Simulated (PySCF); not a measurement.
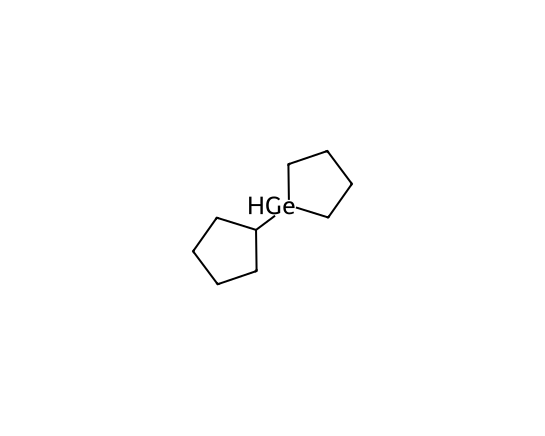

The drawing above gives the connectivity. The computed structure is the end point of a PBE0-D3(BJ)/def2-SVP optimisation. No frequency run is at hand to confirm it as a minimum.

What does the molecule look like in three dimensions?

Formula C9H18Ge. SMILES: `C1CC[CH]([GeH]2[CH2]CC[CH2]2)C1`. This geometry has C1 symmetry. Coordination, clear cases only: 9 C tetrahedral.

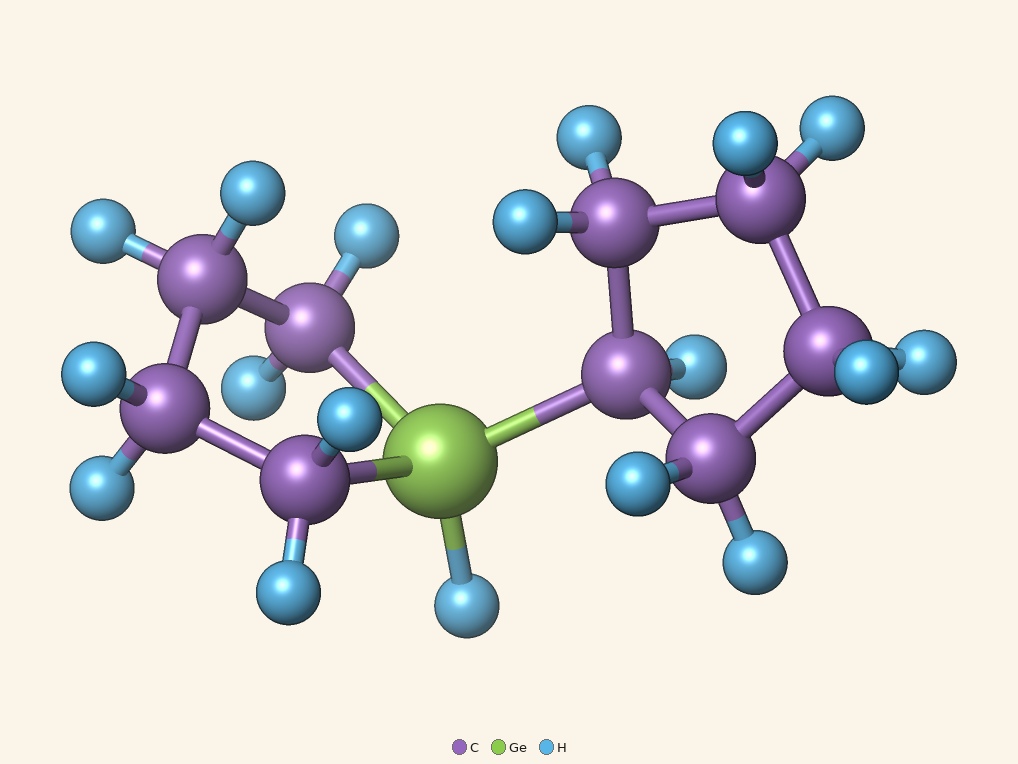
